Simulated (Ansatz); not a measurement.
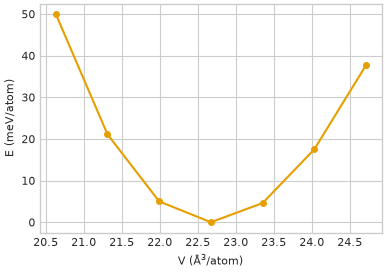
Figure. ZrGe2 (fluorite, space group No. 225) under volume change, PBE (plane waves, PAW; program Ansatz), scaled uniformly.

**Question.** What does a third-order Birch–Murnaghan fit give for V₀, B₀ and B′?

**Answer.** V₀ = 22.67 Å³/atom, B₀ = 75.3 GPa, B′ = 3.8.

Space group Fm-3m (fluorite). A made-up cell: these elements were put on the sites of a structure type; neither database checked (COD, Materials Project) lists it. COD files the formula under space group No. 63, so this cell is another polymorph or a model. Its standing as an ambient phase is unchecked. Symmetry was held in the PBE relaxation; its stability against distortions is not shown here. No spin polarisation was allowed.

Potentials: the later of the program's two PAW sets.
